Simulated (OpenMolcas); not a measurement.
```
&GATEWAY
Basis set
V.ANO-RCC-VDZP.
V1 0.0 0.0 0.0 Angstrom
End of basis
Basis set
Cl.ANO-RCC-VDZP.
L1 2.586000 0.000000 0.000000 Angstrom
L2 0.000000 2.586000 0.000000 Angstrom
L3 0.000000 0.000000 2.586000 Angstrom
End of basis
Basis set
Na.EMB-AIMP.Al-Abdalla.7s4p.1s1p.ECP.Cs2NaYCl6.
PseudoCharge
* 3 symmetry-unique lattice sites within 7.6 angstrom
End of basis
Basis set
Cs.EMB-AIMP.Al-Abdalla.0s.0s.ECP.Cs2NaYCl6.
PseudoCharge
* 4 symmetry-unique lattice sites within 7.6 angstrom
End of basis
Basis set
Cl.EMB-AIMP.Al-Abdalla.0s.0s.ECP.Cs2NaYCl6.
PseudoCharge
* 12 symmetry-unique lattice sites within 7.6 angstrom
End of basis
Basis set
Y.EMB-AIMP.Al-Abdalla.0s.0s.ECP.Cs2NaYCl6.
PseudoCharge
* 6 symmetry-unique lattice sites within 7.6 angstrom
End of basis
Symmetry
XYZ
AngMom=0.0 0.0 0.0
AMFI
RICD
XField
1564 Angstrom 0
* Evjen-weighted lattice charges
&SEWARD
&RASSCF
FileOrb=start.orb
Symmetry=1
Spin=3
nActEl=2 0 0
Inactive=30 33
Ras2=5 0
CIRoot=10 10 1
SDav=10
CIMx=300
Iter=150 100
PrWF=0.3
OrbListing=Nothing
MaxOrb=0
LevShft=1.0
>>> COPY $Project.JobIph JOB001
&RASSCF
FileOrb=start.orb
Symmetry=1
Spin=1
nActEl=2 0 0
Inactive=30 33
Ras2=5 0
CIRoot=15 15 1
SDav=15
CIMx=300
Iter=150 100
PrWF=0.3
OrbListing=Nothing
MaxOrb=0
LevShft=1.0
>>> COPY $Project.JobIph JOB002
&RASSI
NrOfJobIphs=2 10 15
1 2 3 4 5 6 7 8 9 10
1 2 3 4 5 6 7 8 9 10 11 12 13 14 15
IphNames
JOB001
JOB002
EJob
SpinOrbit
DIPRint=1.0
SOCoupling=1000.0
Subsets=2
Property=9
'ANGMOM' 1 'ANGMOM' 2 'ANGMOM' 3 'MLTPL  1' 1 'MLTPL  1' 2 'MLTPL  1' 3
'AMFI' 1 'AMFI' 2 'AMFI' 3
SOProperty=3
'ANGMOM' 1 'ANGMOM' 2 'ANGMOM' 3
```

Command:
```bash
OMP_NUM_THREADS=1 MOLCAS_MEM=2457 MOLCAS_PROJECT=a pymolcas a.inp > a.log  # once for each step of the input, in one work folder
```

The calculation used state-averaged CASSCF, active space 2 electrons in the shell 3d, basis ANO-RCC-VDZP on all atoms, DKH2 scalar Hamiltonian, spin-orbit coupling by RASSI with atomic mean-field integrals (OpenMolcas).

V³⁺ (3d²) as a dopant in Cs₂NaYCl₆, a cluster with its 6 nearest Cl⁻ at 2.586 Å (octahedron) embedded in model potentials and point charges; the geometry was set, not optimised. The cluster and the levels that result:

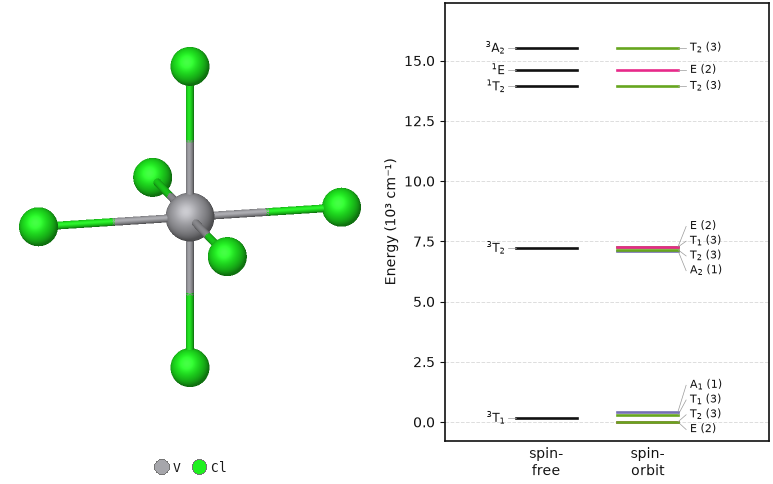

Labels give the representation in O, Td, D4 or D3 as the site allows (double group for half-integer spin) where it could be assigned and, in brackets, the degeneracy; spin-free states, where drawn, share the zero of the spin-orbit levels.

The ground level is E, doubly degenerate, 100 % from states of spin multiplicity 3. Its principal g values are all close to zero. The next level lies at 9.5 cm⁻¹ (T₂). The lowest spin-free state is ³T₁; of the same spin there follow at 7,060 cm⁻¹ (³T₂) and 15,400 cm⁻¹ (³A₂) above it. A ligand-field fit to the spin-free states gives |10Dq| = 7,840 cm⁻¹, B = 954 and C = 3,570 cm⁻¹ (rms misfit 200 cm⁻¹). The active orbitals hold 89 to 97 % metal character (Löwdin), and the Mulliken charge of the metal is +1.20.

Known limits: the geometry is set by hand, with no relaxation and no charge compensation.
